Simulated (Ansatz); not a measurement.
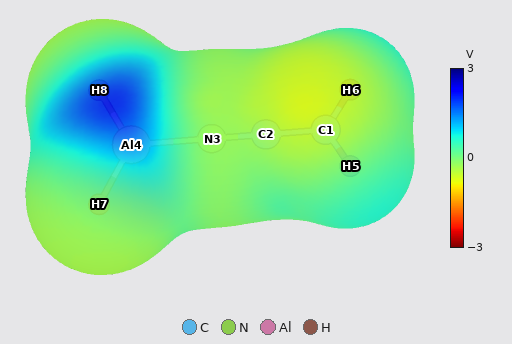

Figure. C2H4AlN (SMILES C=C=[N][AlH2]). The electrostatic potential painted on the density surface at 0.001 e/bohr³, seen at a tilt; red is negative and blue positive.

The calculation used RKS PBE0-D4/def2-SVP in Ansatz 0.2.0.

```xyz
8

C    -0.0892    2.1135    0.3012
C    -0.0344    0.8060    0.1148
N     0.0157   -0.3845   -0.0550
Al    0.0905   -2.1448   -0.3057
H     0.0298    2.7916   -0.5450
H    -0.2534    2.5162    1.3018
H     0.3327   -2.6436   -1.7841
H    -0.0916   -3.0544    0.9721
```

Question: Where is the surface potential most negative and most positive?

Answer: The most negative region (about −0.7 V, or −16 kcal/mol for a unit charge) lies over the π face of C1, the most positive (about +2.0 V, or +46 kcal/mol for a unit charge) over Al4.
